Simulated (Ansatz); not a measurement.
A series of calculations on TaH$_{4}$O$_{3}$ClF$_{2}$

### Relaxation

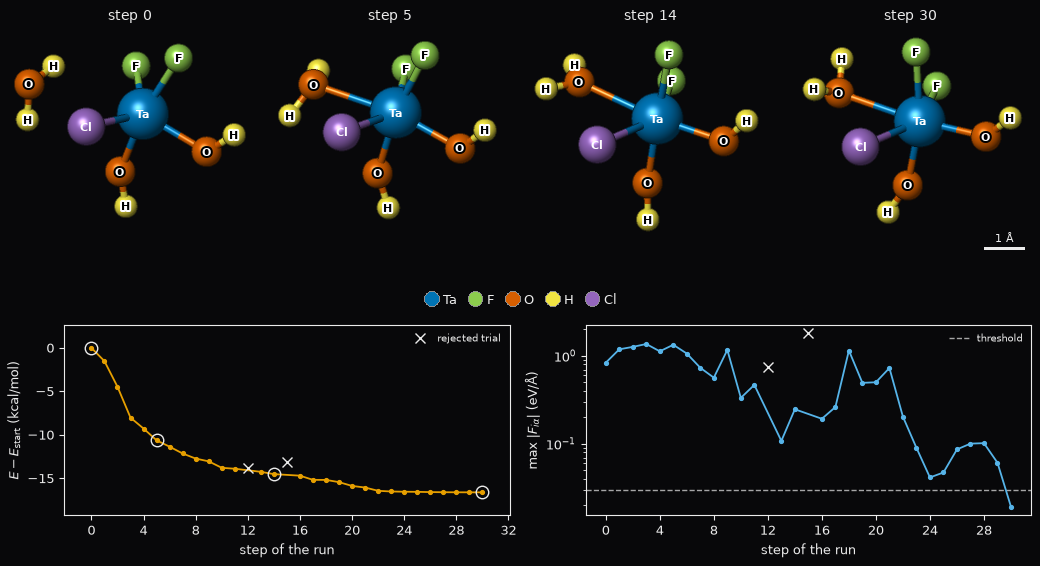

Frames of a relaxation of TaH4O3ClF2, marked on the history of the run. A ball-and-stick model, seen from a free direction.

The run prepares an end point of a later path (reaction) calculation, from a guessed geometry.

Level of theory: Ansatz 0.2.0, RKS PBE0-D4/def2-SVP.

Input
```yaml
crystal:
  periodic: [false, false, false]
  atoms:
    - { symbol: Ta, position_ang: [-0.182173, -0.049634, 0.073819] }
    - { symbol: F, position_ang: [1.726584, -0.120928, 0.181069] }
    - { symbol: F, position_ang: [-0.166999, -0.232712, 1.965571] }
    - { symbol: O, position_ang: [-0.16031, -0.230408, -1.801479] }
    - { symbol: H, position_ang: [-0.42668, -0.690843, -2.601273] }
    - { symbol: Cl, position_ang: [-1.564066, 1.790269, 0.18084] }
    - { symbol: O, position_ang: [-1.193192, -1.650874, 0.108291] }
    - { symbol: H, position_ang: [-1.443089, -2.006973, 0.971486] }
    - { symbol: O, position_ang: [1.639851, 2.315195, -1.102804] }
    - { symbol: H, position_ang: [1.387567, 2.024196, -1.988673] }
    - { symbol: H, position_ang: [2.311207, 1.648712, -0.834147] }
basis:
  gaussian: { orbitals: def2-SVP }
hamiltonian:
  xc: pbe0
  dispersion: d4
relax:
  f_tol: 0.03
  max_steps: 50
```

Run as
```bash
ansatz run input.yaml --threads 4 --pin off --max-ram 5120MiB --backend cpu --events-out ev --progress --plain --runs-dir out
```

**What happens along the run?**

H10 moves most after the best rigid fit: 1.42 Å. Largest moves by element: H 1.42 Å, F 1.17 Å, O 0.79 Å, Cl 0.63 Å, Ta 0.37 Å. Some distances before and after: Ta1–O9 3.209 → 2.311 Å, Ta1–H10 3.319 → 2.787 Å, Ta1–H11 3.151 → 2.814 Å, Ta1–Cl6 2.304 → 2.393 Å. New bonds form, among them: Ta1–O9 (3.21 → 2.31 Å). Bond angles that change, for instance: F2–Ta1–Cl6 128.7° → 153.2°, Ta1–O7–H8 117.8° → 134.6°, F2–Ta1–O7 120.0° → 103.2°. The energy falls by 16.6 kcal/mol in 28 accepted moves (30 points after the start). The largest force component goes from 0.84 to 0.019 eV/Å. The line search rejected the trial steps at points 12, 15 of the run. The run took 89 s on 4 threads of Arm Neoverse V2 (shared host), peak memory 0.43 GiB. From step 0 to 5: O9 moves most (0.67 Å), energy −10.6 kcal/mol. From step 5 to 14: H10 moves most (0.87 Å), energy −3.89 kcal/mol. From step 14 to 30: H5 moves most (0.52 Å), energy −2.10 kcal/mol.

```tsv
step	E − E(0), kcal/mol	largest force component, eV/Å	note
0	0.00	0.8362	
1	-1.52	1.1877	
2	-4.47	1.2658	
3	-8.02	1.3650	
4	-9.27	1.1273	
5	-10.63	1.3376	
6	-11.36	1.0632	
7	-12.14	0.7324	
8	-12.73	0.5657	
9	-13.05	1.1702	
10	-13.79	0.3333	
11	-13.90	0.4680	
12	-13.79	0.7563	rejected
13	-14.25	0.1082	
14	-14.51	0.2474	
15	-13.16	1.8006	rejected
16	-14.69	0.1929	
17	-15.17	0.2622	
18	-15.18	1.1511	
19	-15.44	0.4940	
21	-16.06	0.7285	
22	-16.43	0.2036	
23	-16.51	0.0903	
24	-16.54	0.0416	
25	-16.55	0.0473	
26	-16.58	0.0865	
27	-16.59	0.1007	
28	-16.60	0.1019	
29	-16.61	0.0611	
30	-16.61	0.0193
```

### Relaxation

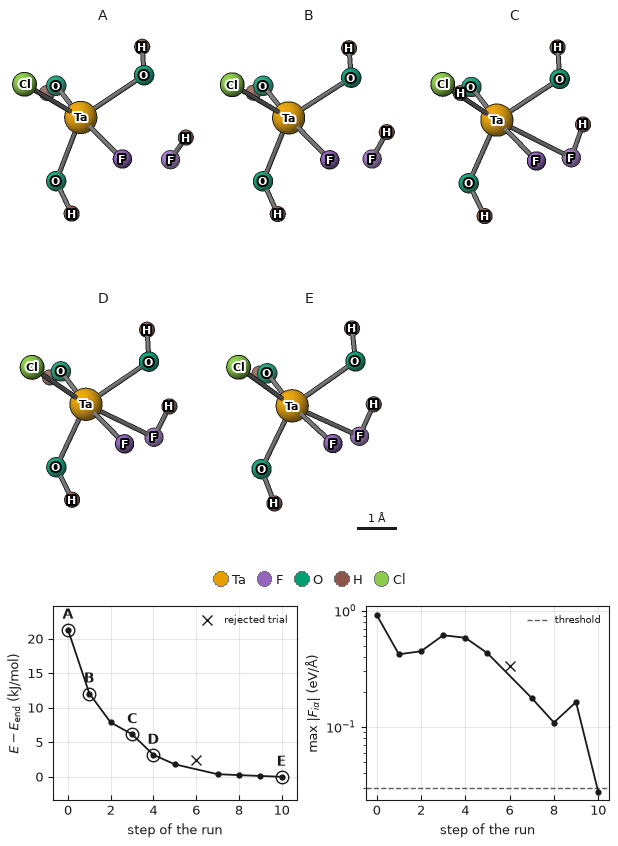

Frames of a relaxation of TaH4O3ClF2, marked on the history of the run. A ball-and-stick model, seen at a tilt.

The run prepares an end point of a later path (reaction) calculation, from a guessed geometry.

Computed with Ansatz 0.2.0, RKS PBE0-D4/def2-SVP.

Input file:
```yaml
crystal:
  periodic: [false, false, false]
  atoms:
    - { symbol: Ta, position_ang: [-0.509006, 0.580498, -0.264089] }
    - { symbol: F, position_ang: [2.332603, -0.717666, -0.166668] }
    - { symbol: F, position_ang: [0.094962, 0.694513, 1.530201] }
    - { symbol: O, position_ang: [-0.52703, 0.112329, -2.094472] }
    - { symbol: H, position_ang: [-0.40755, -0.633077, -2.685562] }
    - { symbol: Cl, position_ang: [-2.455703, 1.787737, -0.126207] }
    - { symbol: O, position_ang: [-0.821337, -1.252571, 0.145391] }
    - { symbol: H, position_ang: [-0.519589, -1.661217, 0.965071] }
    - { symbol: O, position_ang: [1.051598, 1.757443, -0.612927] }
    - { symbol: H, position_ang: [1.223767, 1.94393, -1.543712] }
    - { symbol: H, position_ang: [2.465985, 0.184082, 0.005676] }
basis:
  gaussian: { orbitals: def2-SVP }
hamiltonian:
  xc: pbe0
  dispersion: d4
relax:
  f_tol: 0.03
  max_steps: 50
```

Launched with:
```bash
ansatz run input.yaml --threads 4 --pin off --max-ram 5120MiB --backend cpu --events-out ev --progress --plain --runs-dir out
```

What happens along the run?

Answer. The largest move after the best rigid fit is that of H11, 0.63 Å. By element the largest moves are H 0.63 Å, F 0.55 Å, Cl 0.24 Å, Ta 0.23 Å, O 0.20 Å. Among the contacts that change: Ta1–F2 3.126 → 2.367 Å, Ta1–H11 3.013 → 2.345 Å, F2–H11 0.928 → 0.991 Å, Ta1–O9 1.986 → 2.016 Å. New bonds form, among them: Ta1–F2 (3.13 → 2.37 Å). Among the angles between lasting bonds that change: O7–Ta1–O9 137.5° → 146.4°, Ta1–O4–H5 142.1° → 150.9°, Ta1–O7–H8 122.6° → 128.8°. Over 9 accepted moves (10 points after the start) the energy falls by 21.3 kJ/mol. The largest force component goes from 0.92 to 0.028 eV/Å. The line search rejected the trial step at point 6 of the run. From step 0 to 1: H11 moves most (0.19 Å), energy −9.25 kJ/mol. From step 1 to 3: H11 moves most (0.32 Å), energy −5.90 kJ/mol. From step 3 to 4: F2 moves most (0.17 Å), energy −2.98 kJ/mol. From step 4 to 10: H5 moves most (0.15 Å), energy −3.18 kJ/mol.

Limits of the set-up: the start holds two separate molecules, 2.2 Å apart at their closest, whose relative position is a soft coordinate.

### Path

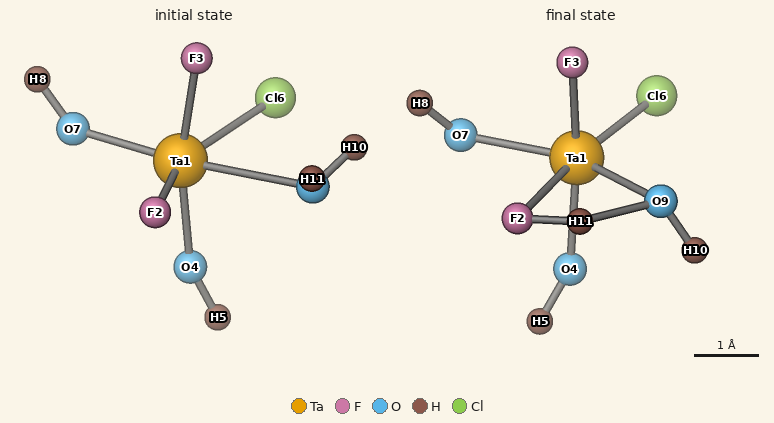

The two relaxed end points of a path for TaH4O3ClF2. A ball-and-stick model, seen at a tilt.

Level of theory: RKS PBE0-D4/def2-SVP (Ansatz 0.2.0).

Settings: 7 movable images; climbing image; force threshold 0.03 eV/Å; iteration limit 60.

Start:
```xyz
11

Ta   -0.0379   -0.1291   -0.2494
F     1.7171   -0.8507   -0.2028
F     0.4104    0.6685    1.4308
O    -0.2506   -0.5759   -2.0575
H    -0.2262   -0.4605   -3.0074
Cl   -1.6041    1.6653   -0.4787
O    -1.0787   -1.4870    0.5068
H    -1.3335   -1.7227    1.4039
O     1.3100    1.6140   -0.9477
H     0.8661    2.4559   -0.7665
H     2.1562    1.6181   -0.4787
```

End:
```xyz
11

Ta   -0.3468    0.4393   -0.2361
F     1.8241   -0.4980   -0.1218
F     0.1257    0.7474    1.5757
O    -0.3067   -0.0532   -2.0578
H    -0.1048   -0.6842   -2.7506
Cl   -2.2532    1.7211   -0.2823
O    -0.8645   -1.3013    0.2988
H    -0.6014   -1.7945    1.0827
O     1.1854    1.7033   -0.5792
H     1.2738    2.0554   -1.4739
H     1.9970    0.4609   -0.3028
```

### What barrier does the band find between them, and by what path?

Forward barrier 93.8 kJ/mol, backward barrier 0.1 kJ/mol, with image 7 at the top; the reaction energy is +93.7 kJ/mol. Forming: F2–H11 (2.52 → 1.04 at the top → 0.99 Å). The band is converged. At the top, the vibrational analysis gives one imaginary mode (171i cm⁻¹), as a transition state must have.

Energies of the converged images:

```csv
image,path (Å),E (kJ/mol)
0,0.00,0.0
1,0.45,4.2
2,0.89,9.0
3,1.34,12.9
4,1.78,18.8
5,2.23,30.2
6,2.68,60.8
7,3.12,93.8
8,3.32,93.7
```

The geometry at the top of the path:

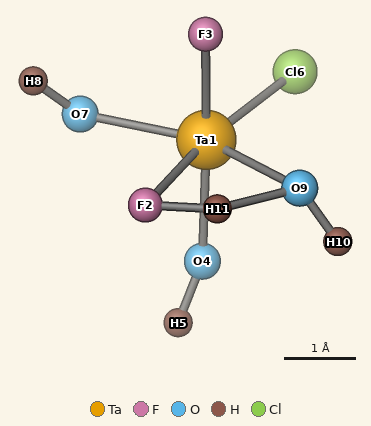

Cost: 7.9 min on 4 threads of Arm Neoverse V2, with other jobs on the host, peak memory 0.43 GiB.
